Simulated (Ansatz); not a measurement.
```yaml
atoms:
  - { symbol: N, position_ang: [-1.2839, -0.2414, -0.7743] }
  - { symbol: Si, position_ang: [0.0140, -0.0044, 0.2901] }
  - { symbol: O, position_ang: [0.9138, -1.3901, 0.2013] }
  - { symbol: O, position_ang: [-0.6611, 0.3661, 1.7542] }
  - { symbol: Te, position_ang: [1.6166, 1.9232, -0.1093] }
  - { symbol: H, position_ang: [-2.0633, 0.4021, -0.8106] }
  - { symbol: H, position_ang: [-1.1512, -0.7515, -1.6379] }
  - { symbol: H, position_ang: [1.8428, -1.2856, 0.4286] }
  - { symbol: H, position_ang: [-0.0657, 0.6933, 2.4347] }
  - { symbol: H, position_ang: [2.3416, 1.1189, -1.3743] }
```

Core potentials replace the inner electrons of Te.

Computed with RKS PBE0-D4/def2-SVP in Ansatz.

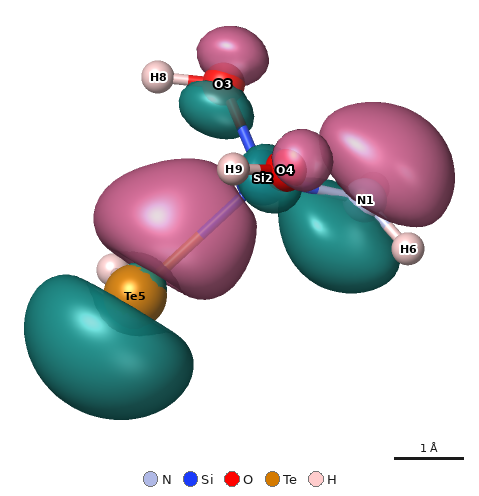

H5NO2SiTe (SMILES N[Si](O)(O)[TeH]). The HOMO−1 at ±0.1 Å⁻³ᐟ² (teal and pink are the two phases), seen from one side.

### Where does this orbital lie, and at what energy?

By Hirshfeld shares it lies mainly on Te5 (about 40 %), N1 (about 35 %) and Si2 (about 10 %). Its energy is −7.35 eV.
